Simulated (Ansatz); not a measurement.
# Effect of Bi on a Fe site, symmetric start on FePt

Take a 16-atom supercell of FePt (space group P4/mmm, No. 123; a = 2.689 Å, c = 3.714 Å; ferromagnetic) at its relaxed geometry as the base.

Modification: one Fe atom is replaced by Bi, atoms relaxed at fixed cell.

Method: PBEsol (Ansatz, a first-principles code, PAW, no spin-orbit coupling). Γ-centred 7×7×7 mesh, Fermi–Dirac width 0.05 eV.

The pressure goes from zero to 13.9 GPa and the energy gained by relaxation amounts to 0.82 eV. The mean distance from the defect site to its nearest host atoms goes up by 0.08 Å (2.66 Å → 2.74 Å).

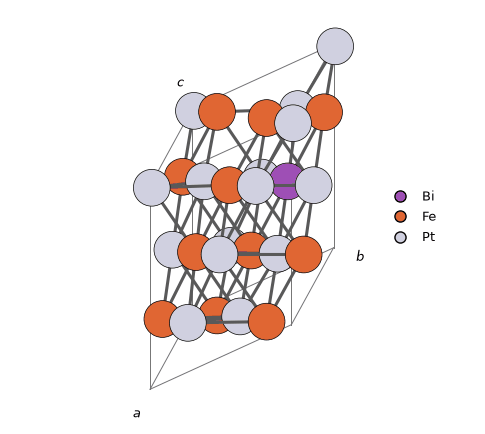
Figure. The relaxed cell after the change

The magnetic state is the one reached from the starting moments; the real material's order can differ, and small cells can't hold many antiferromagnetic ones. In so small a cell the defect repeats every few ångströms: this is an ordered compound, not a dilute defect. The defect started on the symmetric site and kept its symmetry, so it may sit on a saddle. The defect cell is spin-polarised and ends with 22.1 μB.
